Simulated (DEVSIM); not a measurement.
System: Ru/Al2O3/p-Ge capacitor, at 300 K.

```tsv
layer (left to right)	material	thickness (nm)	Na (cm⁻³)
1	Al2O3	5.60	-
2	Ge	1100	6.2e17
```

Metal gate on the left, work function 4.7 eV. Fixed charge at the semiconductor interface 1.3e10 cm⁻² (in units of +e); no interface traps.

This is a model device: material constants are rounded textbook-type values typed into the input, and sizes, dopings and lifetimes were drawn at random. Values at 300 K.

| parameter | Al2O3 | Ge |
|---|---|---|
| gap (eV) | 6.8 | 0.664 |
| affinity (eV) | 1.35 | 4 |
| permittivity | 9 | 16 |
| Nc (cm⁻³) | - | 1.04e19 |
| Nv (cm⁻³) | - | 6e18 |

Model (solved in DEVSIM): 1D Poisson equation in equilibrium, Boltzmann statistics, complete ionisation; no quantum confinement or tunnelling. Metal contacts follow the ideal Schottky-Mott rule: no Fermi-level pinning, no interface dipoles.

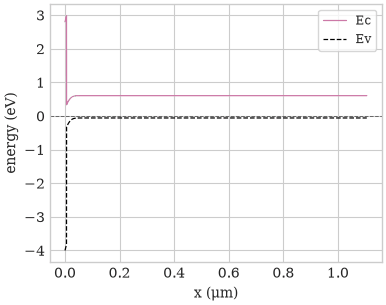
Figure: Band edges at 0.55 V on the gate

Energies count from the Fermi level of the right contact; mesh points crowd at the junctions.

```json
[
 {"x (μm)": "0.000", "Ec (eV)": "2.800", "Ev (eV)": "-4.000", "n (cm⁻³)": "< 1e2", "p (cm⁻³)": "< 1e2", "field (V/cm)": "330000"},
 {"x (μm)": "0.0009690", "Ec (eV)": "2.832", "Ev (eV)": "-3.968", "n (cm⁻³)": "< 1e2", "p (cm⁻³)": "< 1e2", "field (V/cm)": "330000"},
 {"x (μm)": "0.002401", "Ec (eV)": "2.879", "Ev (eV)": "-3.921", "n (cm⁻³)": "< 1e2", "p (cm⁻³)": "< 1e2", "field (V/cm)": "330000"},
 {"x (μm)": "0.003955", "Ec (eV)": "2.930", "Ev (eV)": "-3.870", "n (cm⁻³)": "< 1e2", "p (cm⁻³)": "< 1e2", "field (V/cm)": "330000"},
 {"x (μm)": "0.005460", "Ec (eV)": "2.979", "Ev (eV)": "-3.821", "n (cm⁻³)": "< 1e2", "p (cm⁻³)": "< 1e2", "field (V/cm)": "330000"},
 {"x (μm)": "0.006435", "Ec (eV)": "0.349", "Ev (eV)": "-0.315", "n (cm⁻³)": "1.4e13", "p (cm⁻³)": "3.0e13", "field (V/cm)": "180000"},
 {"x (μm)": "0.008367", "Ec (eV)": "0.382", "Ev (eV)": "-0.282", "n (cm⁻³)": "4.0e12", "p (cm⁻³)": "1.1e14", "field (V/cm)": "170000"},
 {"x (μm)": "0.01391", "Ec (eV)": "0.464", "Ev (eV)": "-0.200", "n (cm⁻³)": "1.7e11", "p (cm⁻³)": "2.6e15", "field (V/cm)": "130000"},
 {"x (μm)": "0.02306", "Ec (eV)": "0.552", "Ev (eV)": "-0.112", "n (cm⁻³)": "5.6e9", "p (cm⁻³)": "7.8e16", "field (V/cm)": "66000"},
 {"x (μm)": "0.04108", "Ec (eV)": "0.602", "Ev (eV)": "-0.062", "n (cm⁻³)": "8.2e8", "p (cm⁻³)": "5.4e17", "field (V/cm)": "6100"},
 {"x (μm)": "0.07412", "Ec (eV)": "0.605", "Ev (eV)": "-0.059", "n (cm⁻³)": "7.1e8", "p (cm⁻³)": "6.2e17", "field (V/cm)": "29"},
 {"x (μm)": "0.1781", "Ec (eV)": "0.605", "Ev (eV)": "-0.059", "n (cm⁻³)": "7.0e8", "p (cm⁻³)": "6.2e17", "field (V/cm)": "≈ 0"},
 {"x (μm)": "0.3461", "Ec (eV)": "0.605", "Ev (eV)": "-0.059", "n (cm⁻³)": "7.0e8", "p (cm⁻³)": "6.2e17", "field (V/cm)": "≈ 0"},
 {"x (μm)": "0.6414", "Ec (eV)": "0.605", "Ev (eV)": "-0.059", "n (cm⁻³)": "7.0e8", "p (cm⁻³)": "6.2e17", "field (V/cm)": "≈ 0"},
 {"x (μm)": "0.9136", "Ec (eV)": "0.605", "Ev (eV)": "-0.059", "n (cm⁻³)": "7.0e8", "p (cm⁻³)": "6.2e17", "field (V/cm)": "≈ 0"},
 {"x (μm)": "1.009", "Ec (eV)": "0.605", "Ev (eV)": "-0.059", "n (cm⁻³)": "7.0e8", "p (cm⁻³)": "6.2e17", "field (V/cm)": "≈ 0"},
 {"x (μm)": "1.057", "Ec (eV)": "0.605", "Ev (eV)": "-0.059", "n (cm⁻³)": "7.0e8", "p (cm⁻³)": "6.2e17", "field (V/cm)": "≈ 0"},
 {"x (μm)": "1.081", "Ec (eV)": "0.605", "Ev (eV)": "-0.059", "n (cm⁻³)": "7.0e8", "p (cm⁻³)": "6.2e17", "field (V/cm)": "≈ 0"},
 {"x (μm)": "1.096", "Ec (eV)": "0.605", "Ev (eV)": "-0.059", "n (cm⁻³)": "7.0e8", "p (cm⁻³)": "6.2e17", "field (V/cm)": "≈ 0"},
 {"x (μm)": "1.101", "Ec (eV)": "0.605", "Ev (eV)": "-0.059", "n (cm⁻³)": "7.0e8", "p (cm⁻³)": "6.2e17", "field (V/cm)": "≈ 0"},
 {"x (μm)": "1.104", "Ec (eV)": "0.605", "Ev (eV)": "-0.059", "n (cm⁻³)": "7.0e8", "p (cm⁻³)": "6.2e17", "field (V/cm)": "≈ 0"},
 {"x (μm)": "1.106", "Ec (eV)": "0.605", "Ev (eV)": "-0.059", "n (cm⁻³)": "7.0e8", "p (cm⁻³)": "6.2e17", "field (V/cm)": "≈ 0"}
]
```
